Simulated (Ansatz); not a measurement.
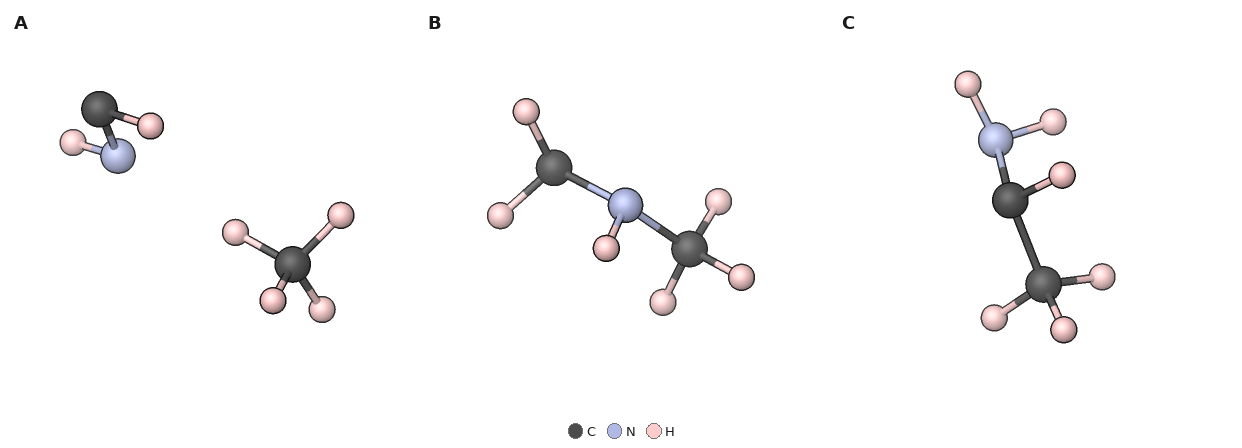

3 stationary structures of one formula. The species has charge −1 and is a spin singlet. Geometries: PBE0-D4/def2-TZVPD. Electronic energies: RHF-CCSD(T) (frozen core)/def2-TZVPPD (Ansatz 0.2.0), without zero-point energy. No frequency run is at hand to confirm each as a minimum. Each is one conformer, not always the lowest.

### Rank them by energy, lowest first.

A is lowest; C lies 3.9 kcal/mol above it, B lies 9.9 kcal/mol above it.
